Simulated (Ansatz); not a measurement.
Molecular dynamics, with input and output: TaNH4Cl3OF (part 1 of 3)

- system: TaNH4Cl3OF
- method: RKS PBE/def2-SVP (Ansatz 0.2.0)

It belongs to a series of runs on one base structure; here: dynamics from the highest image of the converged band.

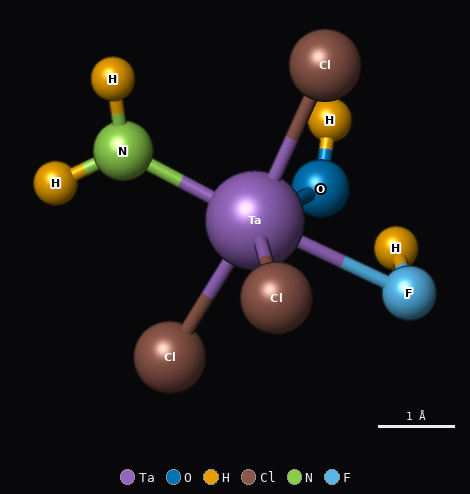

Figure 1. The structure as given in the input (ball-and-stick view, seen at a tilt). Sticks mark near contacts. Bond lengths as drawn: Cl–Ta 2.33 to 2.37 Å, F–H 1.06 Å, F–Ta 2.30 Å, H–N 1.03 Å, H–O 0.97 Å, N–Ta 1.97 Å and O–Ta 2.05 Å.

**Key numbers**

| quantity | value |
| --- | --- |
| outcome | finished |
| mean temperature over the second half | 146 K |
| trajectory | 200 steps, 100 fs |
| ensemble | nve |
| temperature in the input | 300.0 K |
| time step | 0.5 fs |
| potential energy (last step) | −45408.9646 eV |
| mean-field energy (last step) | −45408.9646 eV |
| largest force (length of the vector) (last step) | 1.305 eV/Å |
| hardware | 4 threads of Arm Neoverse V1, 24 GiB of memory available, shared host |
| wall time | 9.5 min (CPU time 37 min) |
| peak memory | 0.24 GiB |

So short a trajectory is not equilibrated.

**Input**
```yaml
crystal:
  periodic: [false, false, false]
  atoms:
    - { symbol: Ta, position_ang: [-0.065549, -0.189985, -0.192585] }
    - { symbol: O, position_ang: [1.980256, -0.032457, -0.204141] }
    - { symbol: H, position_ang: [2.489213, 0.383839, 0.515156] }
    - { symbol: Cl, position_ang: [0.109373, -0.35585, 2.166845] }
    - { symbol: Cl, position_ang: [-0.101169, 0.323721, -2.479348] }
    - { symbol: "N", position_ang: [-0.813246, 1.6027, 0.125369] }
    - { symbol: H, position_ang: [-1.024626, 1.982239, 1.054384] }
    - { symbol: H, position_ang: [-1.102459, 2.249582, -0.616375] }
    - { symbol: Cl, position_ang: [-1.875583, -1.653276, -0.283886] }
    - { symbol: F, position_ang: [1.142767, -2.104729, -0.591185] }
    - { symbol: H, position_ang: [1.895823, -1.38438, -0.423334] }
basis:
  gaussian: { orbitals: def2-SVP }
hamiltonian:
  xc: pbe
md:
  timestep: 0.5
  n_steps: 200
  ensemble: nve
  temperature: 300.0
  initial_velocities: maxwell_boltzmann
  seed: 5792
```

Launched with:
```bash
ansatz run input.yaml --threads 4 --pin off --max-ram 5120MiB --backend cpu --events-out ev --progress --plain --runs-dir out
```

**The program's output**
```
Engine: ansatz 0.2.0, aarch64-unknown-linux-gnu
Functional definition: PBE
  parameter kappa = 0.804
  parameter beta = 0.06672455060314922
  exchange = pbe_x(kappa = kappa, mu = beta*pi^2/3)
  correlation = pbe_c(beta = beta)
1584 factors; their error is unknown
mean field evaluation 1: about -45394.8794 eV, gradient 8.7e1 eV
mean field evaluation 2: about -45164.3109 eV, gradient 2.8e2 eV
mean field evaluation 4: about -45406.2389 eV, gradient 3.6e1 eV
mean field evaluation 8: about -45409.2924 eV, gradient 1.2e0 eV
mean field evaluation 16: about -45409.2036 eV, gradient 3.6e-3 eV
mean field -45409.20360184 eV, -1668.7574529038 hartree, gradient 5.9e-5 eV, S^2 0.000000; 0 other end points of the search recorded, 0 dependent functions left out
the calculation of the forces begins
reference -45409.20367058 eV, -1668.7574554301 hartree; 46, 46 occupied and 102, 102 virtual orbitals, 1584 factors
md step     0: t =     0.00 fs  T =   300.0 K  F+E_penalty+E_count = -45409.20360184 eV  E_kin = 0.349002 eV  conserved = -45408.85459984 eV  (33 SCF iters)
these checks for a lower state are left out or cut short: starts, cluster_reference, orbital_swaps, neighbouring_geometries, increment
1584 factors; their error is unknown
mean field -45409.20165956 eV, -1668.7573815266 hartree, gradient 1.4e-5 eV, S^2 0.000000; 0 other end points of the search recorded, 0 dependent functions left out
the calculation of the forces begins
reference -45409.20172830 eV, -1668.7573840527 hartree; 46, 46 occupied and 102, 102 virtual orbitals, 1584 factors
md step     1: t =     0.50 fs  T =   298.4 K  F+E_penalty+E_count = -45409.20165956 eV  E_kin = 0.347104 eV  conserved = -45408.85455540 eV  (34 SCF iters)
[... from here on the SCF iterations and repeated set-up lines of each step are left out, up to the last step ...]
md step     2: t =     1.00 fs  T =   293.8 K  F+E_penalty+E_count = -45409.19632331 eV  E_kin = 0.341840 eV  conserved = -45408.85448345 eV  (34 SCF iters)
md step     3: t =     1.50 fs  T =   287.3 K  F+E_penalty+E_count = -45409.18862815 eV  E_kin = 0.334216 eV  conserved = -45408.85441200 eV  (34 SCF iters)
md step     4: t =     2.00 fs  T =   279.6 K  F+E_penalty+E_count = -45409.17962296 eV  E_kin = 0.325255 eV  conserved = -45408.85436840 eV  (34 SCF iters)
md step     5: t =     2.50 fs  T =   271.3 K  F+E_penalty+E_count = -45409.16996094 eV  E_kin = 0.315597 eV  conserved = -45408.85436389 eV  (34 SCF iters)
md step     6: t =     3.00 fs  T =   262.5 K  F+E_penalty+E_count = -45409.15972871 eV  E_kin = 0.305341 eV  conserved = -45408.85438763 eV  (35 SCF iters)
md step     7: t =     3.50 fs  T =   252.9 K  F+E_penalty+E_count = -45409.14860163 eV  E_kin = 0.294187 eV  conserved = -45408.85441483 eV  (33 SCF iters)
md step     8: t =     4.00 fs  T =   242.2 K  F+E_penalty+E_count = -45409.13621631 eV  E_kin = 0.281796 eV  conserved = -45408.85442064 eV  (33 SCF iters)
md step     9: t =     4.50 fs  T =   230.5 K  F+E_penalty+E_count = -45409.12254096 eV  E_kin = 0.268148 eV  conserved = -45408.85439346 eV  (34 SCF iters)
md step    10: t =     5.00 fs  T =   218.1 K  F+E_penalty+E_count = -45409.10804968 eV  E_kin = 0.253711 eV  conserved = -45408.85433864 eV  (34 SCF iters)
md step    11: t =     5.50 fs  T =   205.8 K  F+E_penalty+E_count = -45409.09363955 eV  E_kin = 0.239366 eV  conserved = -45408.85427336 eV  (34 SCF iters)
md step    12: t =     6.00 fs  T =   194.4 K  F+E_penalty+E_count = -45409.08036033 eV  E_kin = 0.226141 eV  conserved = -45408.85421912 eV  (33 SCF iters)
md step    13: t =     6.50 fs  T =   184.7 K  F+E_penalty+E_count = -45409.06908383 eV  E_kin = 0.214892 eV  conserved = -45408.85419214 eV  (33 SCF iters)
md step    14: t =     7.00 fs  T =   177.1 K  F+E_penalty+E_count = -45409.06024402 eV  E_kin = 0.206045 eV  conserved = -45408.85419948 eV  (34 SCF iters)
md step    15: t =     7.50 fs  T =   171.5 K  F+E_penalty+E_count = -45409.05372581 eV  E_kin = 0.199489 eV  conserved = -45408.85423694 eV  (34 SCF iters)
md step    16: t =     8.00 fs  T =   167.3 K  F+E_penalty+E_count = -45409.04893316 eV  E_kin = 0.194643 eV  conserved = -45408.85429043 eV  (34 SCF iters)
md step    17: t =     8.50 fs  T =   163.9 K  F+E_penalty+E_count = -45409.04501543 eV  E_kin = 0.190676 eV  conserved = -45408.85433992 eV  (33 SCF iters)
md step    18: t =     9.00 fs  T =   160.6 K  F+E_penalty+E_count = -45409.04118537 eV  E_kin = 0.186819 eV  conserved = -45408.85436613 eV  (34 SCF iters)
md step    19: t =     9.50 fs  T =   157.0 K  F+E_penalty+E_count = -45409.03702246 eV  E_kin = 0.182664 eV  conserved = -45408.85435798 eV  (34 SCF iters)
md step    20: t =    10.00 fs  T =   153.3 K  F+E_penalty+E_count = -45409.03264005 eV  E_kin = 0.178321 eV  conserved = -45408.85431945 eV  (33 SCF iters)
md step    21: t =    10.50 fs  T =   149.9 K  F+E_penalty+E_count = -45409.02862021 eV  E_kin = 0.174350 eV  conserved = -45408.85426983 eV  (33 SCF iters)
md step    22: t =    11.00 fs  T =   147.4 K  F+E_penalty+E_count = -45409.02571453 eV  E_kin = 0.171479 eV  conserved = -45408.85423579 eV  (33 SCF iters)
md step    23: t =    11.50 fs  T =   146.3 K  F+E_penalty+E_count = -45409.02443535 eV  E_kin = 0.170198 eV  conserved = -45408.85423745 eV  (33 SCF iters)
md step    24: t =    12.00 fs  T =   146.5 K  F+E_penalty+E_count = -45409.02474924 eV  E_kin = 0.170473 eV  conserved = -45408.85427670 eV  (34 SCF iters)
md step    25: t =    12.50 fs  T =   147.6 K  F+E_penalty+E_count = -45409.02604877 eV  E_kin = 0.171713 eV  conserved = -45408.85433574 eV  (34 SCF iters)
md step    26: t =    13.00 fs  T =   148.7 K  F+E_penalty+E_count = -45409.02742279 eV  E_kin = 0.173036 eV  conserved = -45408.85438728 eV  (34 SCF iters)
md step    27: t =    13.50 fs  T =   149.3 K  F+E_penalty+E_count = -45409.02807111 eV  E_kin = 0.173661 eV  conserved = -45408.85440985 eV  (34 SCF iters)
md step    28: t =    14.00 fs  T =   148.9 K  F+E_penalty+E_count = -45409.02763933 eV  E_kin = 0.173243 eV  conserved = -45408.85439677 eV  (34 SCF iters)
md step    29: t =    14.50 fs  T =   147.8 K  F+E_penalty+E_count = -45409.02632583 eV  E_kin = 0.171969 eV  conserved = -45408.85435709 eV  (34 SCF iters)
md step    30: t =    15.00 fs  T =   146.5 K  F+E_penalty+E_count = -45409.02474656 eV  E_kin = 0.170438 eV  conserved = -45408.85430890 eV  (34 SCF iters)
md step    31: t =    15.50 fs  T =   145.6 K  F+E_penalty+E_count = -45409.02365457 eV  E_kin = 0.169384 eV  conserved = -45408.85427096 eV  (34 SCF iters)
md step    32: t =    16.00 fs  T =   145.6 K  F+E_penalty+E_count = -45409.02364451 eV  E_kin = 0.169388 eV  conserved = -45408.85425641 eV  (34 SCF iters)
md step    33: t =    16.50 fs  T =   146.7 K  F+E_penalty+E_count = -45409.02494508 eV  E_kin = 0.170676 eV  conserved = -45408.85426922 eV  (34 SCF iters)
md step    34: t =    17.00 fs  T =   148.8 K  F+E_penalty+E_count = -45409.02735391 eV  E_kin = 0.173050 eV  conserved = -45408.85430400 eV  (34 SCF iters)
md step    35: t =    17.50 fs  T =   151.3 K  F+E_penalty+E_count = -45409.03032055 eV  E_kin = 0.175972 eV  conserved = -45408.85434832 eV  (33 SCF iters)
md step    36: t =    18.00 fs  T =   153.7 K  F+E_penalty+E_count = -45409.03314561 eV  E_kin = 0.178759 eV  conserved = -45408.85438641 eV  (34 SCF iters)
md step    37: t =    18.50 fs  T =   155.4 K  F+E_penalty+E_count = -45409.03523565 eV  E_kin = 0.180833 eV  conserved = -45408.85440302 eV  (34 SCF iters)
md step    38: t =    19.00 fs  T =   156.4 K  F+E_penalty+E_count = -45409.03633566 eV  E_kin = 0.181945 eV  conserved = -45408.85439069 eV  (34 SCF iters)
md step    39: t =    19.50 fs  T =   156.7 K  F+E_penalty+E_count = -45409.03664275 eV  E_kin = 0.182289 eV  conserved = -45408.85435389 eV  (34 SCF iters)
md step    40: t =    20.00 fs  T =   156.8 K  F+E_penalty+E_count = -45409.03673275 eV  E_kin = 0.182424 eV  conserved = -45408.85430886 eV  (34 SCF iters)
md step    41: t =    20.50 fs  T =   157.3 K  F+E_penalty+E_count = -45409.03729974 eV  E_kin = 0.183021 eV  conserved = -45408.85427843 eV  (34 SCF iters)
md step    42: t =    21.00 fs  T =   158.6 K  F+E_penalty+E_count = -45409.03880584 eV  E_kin = 0.184526 eV  conserved = -45408.85427993 eV  (34 SCF iters)
md step    43: t =    21.50 fs  T =   160.7 K  F+E_penalty+E_count = -45409.04121995 eV  E_kin = 0.186905 eV  conserved = -45408.85431467 eV  (33 SCF iters)
md step    44: t =    22.00 fs  T =   163.0 K  F+E_penalty+E_count = -45409.04399812 eV  E_kin = 0.189631 eV  conserved = -45408.85436672 eV  (34 SCF iters)
md step    45: t =    22.50 fs  T =   165.0 K  F+E_penalty+E_count = -45409.04632636 eV  E_kin = 0.191914 eV  conserved = -45408.85441213 eV  (34 SCF iters)
md step    46: t =    23.00 fs  T =   166.0 K  F+E_penalty+E_count = -45409.04749023 eV  E_kin = 0.193059 eV  conserved = -45408.85443126 eV  (33 SCF iters)
md step    47: t =    23.50 fs  T =   165.7 K  F+E_penalty+E_count = -45409.04717677 eV  E_kin = 0.192758 eV  conserved = -45408.85441864 eV  (33 SCF iters)
md step    48: t =    24.00 fs  T =   164.3 K  F+E_penalty+E_count = -45409.04556887 eV  E_kin = 0.191187 eV  conserved = -45408.85438184 eV  (33 SCF iters)
md step    49: t =    24.50 fs  T =   162.4 K  F+E_penalty+E_count = -45409.04322750 eV  E_kin = 0.188890 eV  conserved = -45408.85433701 eV  (33 SCF iters)
md step    50: t =    25.00 fs  T =   160.4 K  F+E_penalty+E_count = -45409.04084446 eV  E_kin = 0.186544 eV  conserved = -45408.85430067 eV  (33 SCF iters)
md step    51: t =    25.50 fs  T =   158.8 K  F+E_penalty+E_count = -45409.03898539 eV  E_kin = 0.184702 eV  conserved = -45408.85428377 eV  (32 SCF iters)
md step    52: t =    26.00 fs  T =   157.8 K  F+E_penalty+E_count = -45409.03791272 eV  E_kin = 0.183623 eV  conserved = -45408.85428975 eV  (33 SCF iters)
md step    53: t =    26.50 fs  T =   157.5 K  F+E_penalty+E_count = -45409.03752877 eV  E_kin = 0.183215 eV  conserved = -45408.85431425 eV  (33 SCF iters)
md step    54: t =    27.00 fs  T =   157.4 K  F+E_penalty+E_count = -45409.03744157 eV  E_kin = 0.183094 eV  conserved = -45408.85434711 eV  (33 SCF iters)
md step    55: t =    27.50 fs  T =   157.1 K  F+E_penalty+E_count = -45409.03712640 eV  E_kin = 0.182751 eV  conserved = -45408.85437511 eV  (34 SCF iters)
md step    56: t =    28.00 fs  T =   156.2 K  F+E_penalty+E_count = -45409.03613730 eV  E_kin = 0.181752 eV  conserved = -45408.85438552 eV  (33 SCF iters)
md step    57: t =    28.50 fs  T =   154.7 K  F+E_penalty+E_count = -45409.03430405 eV  E_kin = 0.179932 eV  conserved = -45408.85437163 eV  (34 SCF iters)
md step    58: t =    29.00 fs  T =   152.6 K  F+E_penalty+E_count = -45409.03183217 eV  E_kin = 0.177495 eV  conserved = -45408.85433694 eV  (34 SCF iters)
md step    59: t =    29.50 fs  T =   150.4 K  F+E_penalty+E_count = -45409.02924071 eV  E_kin = 0.174944 eV  conserved = -45408.85429710 eV  (34 SCF iters)
md step    60: t =    30.00 fs  T =   148.6 K  F+E_penalty+E_count = -45409.02712835 eV  E_kin = 0.172856 eV  conserved = -45408.85427193 eV  (34 SCF iters)
md step    61: t =    30.50 fs  T =   147.5 K  F+E_penalty+E_count = -45409.02586996 eV  E_kin = 0.171594 eV  conserved = -45408.85427571 eV  (35 SCF iters)
md step    62: t =    31.00 fs  T =   147.1 K  F+E_penalty+E_count = -45409.02540332 eV  E_kin = 0.171095 eV  conserved = -45408.85430796 eV  (34 SCF iters)
md step    63: t =    31.50 fs  T =   146.9 K  F+E_penalty+E_count = -45409.02523802 eV  E_kin = 0.170885 eV  conserved = -45408.85435351 eV  (34 SCF iters)
md step    64: t =    32.00 fs  T =   146.4 K  F+E_penalty+E_count = -45409.02468446 eV  E_kin = 0.170293 eV  conserved = -45408.85439177 eV  (34 SCF iters)
md step    65: t =    32.50 fs  T =   145.1 K  F+E_penalty+E_count = -45409.02316646 eV  E_kin = 0.168759 eV  conserved = -45408.85440790 eV  (34 SCF iters)
md step    66: t =    33.00 fs  T =   142.7 K  F+E_penalty+E_count = -45409.02044879 eV  E_kin = 0.166050 eV  conserved = -45408.85439885 eV  (34 SCF iters)
md step    67: t =    33.50 fs  T =   139.5 K  F+E_penalty+E_count = -45409.01668636 eV  E_kin = 0.162314 eV  conserved = -45408.85437197 eV  (34 SCF iters)
md step    68: t =    34.00 fs  T =   135.8 K  F+E_penalty+E_count = -45409.01231259 eV  E_kin = 0.157973 eV  conserved = -45408.85433931 eV  (34 SCF iters)
md step    69: t =    34.50 fs  T =   132.0 K  F+E_penalty+E_count = -45409.00785053 eV  E_kin = 0.153539 eV  conserved = -45408.85431189 eV  (34 SCF iters)
md step    70: t =    35.00 fs  T =   128.5 K  F+E_penalty+E_count = -45409.00373322 eV  E_kin = 0.149435 eV  conserved = -45408.85429775 eV  (34 SCF iters)
md step    71: t =    35.50 fs  T =   125.4 K  F+E_penalty+E_count = -45409.00017976 eV  E_kin = 0.145880 eV  conserved = -45408.85429952 eV  (34 SCF iters)
md step    72: t =    36.00 fs  T =   122.8 K  F+E_penalty+E_count = -45408.99714962 eV  E_kin = 0.142834 eV  conserved = -45408.85431538 eV  (34 SCF iters)
md step    73: t =    36.50 fs  T =   120.4 K  F+E_penalty+E_count = -45408.99437372 eV  E_kin = 0.140035 eV  conserved = -45408.85433895 eV  (34 SCF iters)
md step    74: t =    37.00 fs  T =   117.9 K  F+E_penalty+E_count = -45408.99146078 eV  E_kin = 0.137101 eV  conserved = -45408.85435974 eV  (34 SCF iters)
md step    75: t =    37.50 fs  T =   114.9 K  F+E_penalty+E_count = -45408.98806524 eV  E_kin = 0.133699 eV  conserved = -45408.85436606 eV  (34 SCF iters)
md step    76: t =    38.00 fs  T =   111.5 K  F+E_penalty+E_count = -45408.98407109 eV  E_kin = 0.129721 eV  conserved = -45408.85434990 eV  (34 SCF iters)
md step    77: t =    38.50 fs  T =   107.8 K  F+E_penalty+E_count = -45408.97971387 eV  E_kin = 0.125401 eV  conserved = -45408.85431247 eV  (34 SCF iters)
md step    78: t =    39.00 fs  T =   104.3 K  F+E_penalty+E_count = -45408.97555858 eV  E_kin = 0.121292 eV  conserved = -45408.85426621 eV  (34 SCF iters)
md step    79: t =    39.50 fs  T =   101.5 K  F+E_penalty+E_count = -45408.97230767 eV  E_kin = 0.118078 eV  conserved = -45408.85422997 eV  (34 SCF iters)
md step    80: t =    40.00 fs  T =   100.0 K  F+E_penalty+E_count = -45408.97051349 eV  E_kin = 0.116294 eV  conserved = -45408.85421906 eV  (34 SCF iters)
md step    81: t =    40.50 fs  T =    99.8 K  F+E_penalty+E_count = -45408.97034589 eV  E_kin = 0.116109 eV  conserved = -45408.85423644 eV  (34 SCF iters)
md step    82: t =    41.00 fs  T =   100.8 K  F+E_penalty+E_count = -45408.97154531 eV  E_kin = 0.117274 eV  conserved = -45408.85427156 eV  (35 SCF iters)
md step    83: t =    41.50 fs  T =   102.5 K  F+E_penalty+E_count = -45408.97357928 eV  E_kin = 0.119272 eV  conserved = -45408.85430746 eV  (34 SCF iters)
md step    84: t =    42.00 fs  T =   104.5 K  F+E_penalty+E_count = -45408.97589897 eV  E_kin = 0.121569 eV  conserved = -45408.85433029 eV  (34 SCF iters)
md step    85: t =    42.50 fs  T =   106.4 K  F+E_penalty+E_count = -45408.97815365 eV  E_kin = 0.123819 eV  conserved = -45408.85433487 eV  (35 SCF iters)
md step    86: t =    43.00 fs  T =   108.3 K  F+E_penalty+E_count = -45408.98027542 eV  E_kin = 0.125951 eV  conserved = -45408.85432448 eV  (34 SCF iters)
md step    87: t =    43.50 fs  T =   110.1 K  F+E_penalty+E_count = -45408.98243289 eV  E_kin = 0.128126 eV  conserved = -45408.85430716 eV  (34 SCF iters)
md step    88: t =    44.00 fs  T =   112.3 K  F+E_penalty+E_count = -45408.98490718 eV  E_kin = 0.130615 eV  conserved = -45408.85429189 eV  (34 SCF iters)
md step    89: t =    44.50 fs  T =   114.9 K  F+E_penalty+E_count = -45408.98794894 eV  E_kin = 0.133663 eV  conserved = -45408.85428609 eV  (34 SCF iters)
md step    90: t =    45.00 fs  T =   118.1 K  F+E_penalty+E_count = -45408.99165733 eV  E_kin = 0.137363 eV  conserved = -45408.85429435 eV  (35 SCF iters)
md step    91: t =    45.50 fs  T =   121.7 K  F+E_penalty+E_count = -45408.99590667 eV  E_kin = 0.141590 eV  conserved = -45408.85431707 eV  (34 SCF iters)
md step    92: t =    46.00 fs  T =   125.5 K  F+E_penalty+E_count = -45409.00034391 eV  E_kin = 0.145995 eV  conserved = -45408.85434885 eV  (34 SCF iters)
md step    93: t =    46.50 fs  T =   129.0 K  F+E_penalty+E_count = -45409.00447608 eV  E_kin = 0.150097 eV  conserved = -45408.85437878 eV  (34 SCF iters)
md step    94: t =    47.00 fs  T =   131.9 K  F+E_penalty+E_count = -45409.00784018 eV  E_kin = 0.153446 eV  conserved = -45408.85439440 eV  (34 SCF iters)
md step    95: t =    47.50 fs  T =   133.9 K  F+E_penalty+E_count = -45409.01019940 eV  E_kin = 0.155813 eV  conserved = -45408.85438685 eV  (34 SCF iters)
md step    96: t =    48.00 fs  T =   135.2 K  F+E_penalty+E_count = -45409.01167438 eV  E_kin = 0.157317 eV  conserved = -45408.85435713 eV  (34 SCF iters)
md step    97: t =    48.50 fs  T =   136.2 K  F+E_penalty+E_count = -45409.01272065 eV  E_kin = 0.158402 eV  conserved = -45408.85431819 eV  (34 SCF iters)
md step    98: t =    49.00 fs  T =   137.2 K  F+E_penalty+E_count = -45409.01393401 eV  E_kin = 0.159646 eV  conserved = -45408.85428778 eV  (34 SCF iters)
md step    99: t =    49.50 fs  T =   138.8 K  F+E_penalty+E_count = -45409.01577866 eV  E_kin = 0.161500 eV  conserved = -45408.85427893 eV  (34 SCF iters)
md step   100: t =    50.00 fs  T =   141.1 K  F+E_penalty+E_count = -45409.01838855 eV  E_kin = 0.164096 eV  conserved = -45408.85429235 eV  (33 SCF iters)
md step   101: t =    50.50 fs  T =   143.8 K  F+E_penalty+E_count = -45409.02155491 eV  E_kin = 0.167238 eV  conserved = -45408.85431707 eV  (34 SCF iters)
md step   102: t =    51.00 fs  T =   146.6 K  F+E_penalty+E_count = -45409.02489035 eV  E_kin = 0.170552 eV  conserved = -45408.85433847 eV  (34 SCF iters)
md step   103: t =    51.50 fs  T =   149.3 K  F+E_penalty+E_count = -45409.02805218 eV  E_kin = 0.173705 eV  conserved = -45408.85434700 eV  (35 SCF iters)
```
